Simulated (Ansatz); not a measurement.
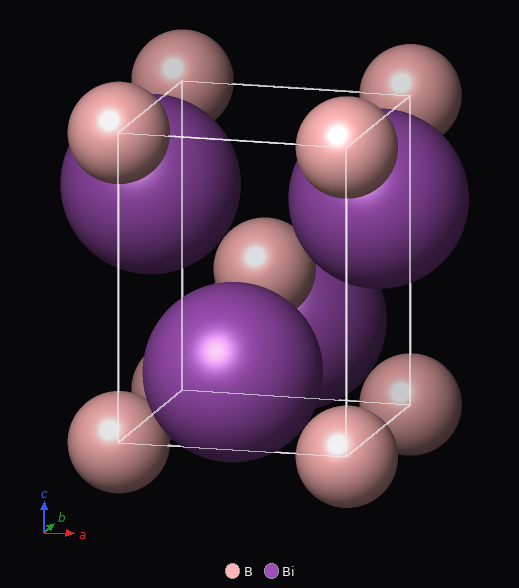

An orthographic space-filling view of the structure, slightly off an axis. The wireframe shows the conventional unit cell.

BiB, space group I-4m2 (No. 119), a = 3.882 Å, b = 3.882 Å, c = 5.210 Å, α = 90.00°, β = 90.00°, γ = 90.00°. The structure comes from a structure type filled with these elements by a generator (whether the compound takes this form wasn't checked). The cell was then strained or its atoms displaced on purpose. Ansatz was used for an electronic-structure calculation on it.

This one geometry was computed with Ansatz (DFT, plane waves, PAW) at three levels of theory: r2SCAN, HSE06 and PBE. It was relaxed with r2SCAN and then strained.

Q: Which level gives the highest pressure at this volume, and what does that say about its equilibrium volume?

A: Highest: PBE (5.9 GPa), which points to the largest equilibrium volume. Lowest, with the smallest volume: HSE06 (2.8 GPa). Levels within 0.5 GPa of each other can't be told apart.

Q: How does the band gap change with the level of theory?

A: PBE: a gap of 0.05 eV, indirect; r2SCAN: a gap of 0.14 eV, indirect; HSE06: a gap of 0.52 eV, indirect.

Q: Collect the results in a table.

A:
| level | cutoff (eV) | k-mesh of the run's cell | gap (eV) | pressure (GPa) |
| --- | --- | --- | --- | --- |
| r2SCAN | 500 | 8×8×8 | 0.14 | 4.7 |
| HSE06 | 420 | 6×6×6 | 0.52 | 2.8 |
| PBE | 420 | 8×8×8 | 0.05 | 5.9 |

Gaps are taken on the k-mesh or band path of each run.
